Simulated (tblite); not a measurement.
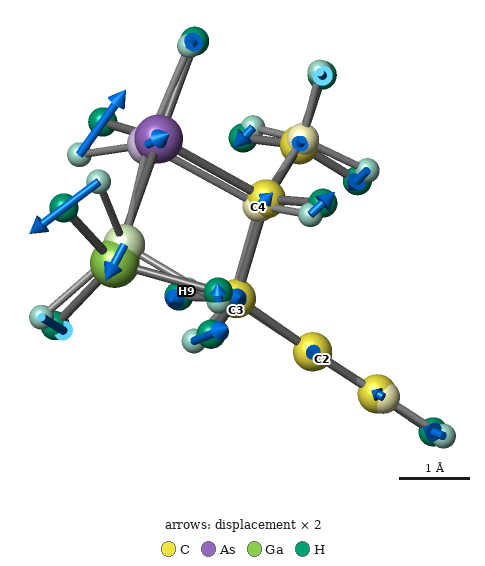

A relaxation of C5H12AsGa. The starting structure is drawn faded, the final one solid; blue arrows show the displacements, magnified 2 times. The two geometries are superimposed by the best rigid fit.

Style: ball-and-stick. Shown from a free direction.

Theory: GFN2-xTB geometry optimisation, gas phase in tblite. 

Question: Which element moves most?

Answer: Hydrogen: up to 0.63 Å, against 0.30 Å for gallium.

Question: What did the optimiser do to the structure, and how much energy did it gain?

Answer: The largest move after the best rigid fit is that of an H atom, 0.63 Å. Largest moves by element: H 0.63 Å, Ga 0.30 Å, C 0.28 Å, As 0.25 Å. Among the contacts that change: As–Ga 2.461 → 2.650 Å, As–H 1.574 → 1.496 Å, Ga–H 1.614 → 1.549 Å, Ga–H 1.604 → 1.562 Å. Bond angles that change, for instance: H–As–H 119.0° → 90.8°, Ga–As–H 114.6° → 136.8°, As–Ga–H 108.9° → 93.7°. After 132 geometry steps the energy has fallen by 0.758 eV.
